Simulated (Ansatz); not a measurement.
Crystal: SrOs3, the input geometry of an electronic-structure calculation (not necessarily at equilibrium); the starting structure was generated, so it need not be a known form of this composition.

```
Sr Os
1.0
     4.06853    0.00000    0.00000
     0.00000    4.06853    0.00000
     0.00000    0.00000    4.06853
Sr Os
1 3
Cartesian
  0.0000 0.0000 0.0000
  0.0000 2.0343 2.0343
  2.0343 2.0343 0.0000
  2.0343 0.0000 2.0343
```

What does its first Brillouin zone look like, and which path through it is standard?

It has a simple cubic lattice (cP; extended symbol cP2). The zone is a cube: 6 faces (6 with 4 edges), 12 edges, 8 vertices. Path: Γ–X–M–Γ–R–X | R–M.

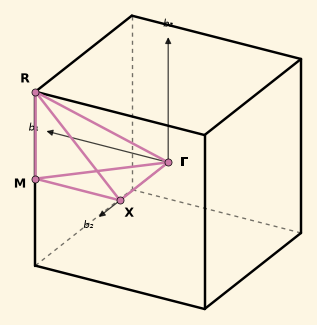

Labels and path follow the convention of Hinuma et al. (2017), as computed by seekpath; the arrows show the directions of the reciprocal primitive vectors b₁, b₂, b₃, in which coordinates are given; lengths include the factor 2π.

```
point   k₁   k₂   k₃  length of k (1/Å)
    Γ    0    0    0              0.000
    R  1/2  1/2  1/2              1.337
    M  1/2  1/2    0              1.092
    X    0  1/2    0              0.772
```
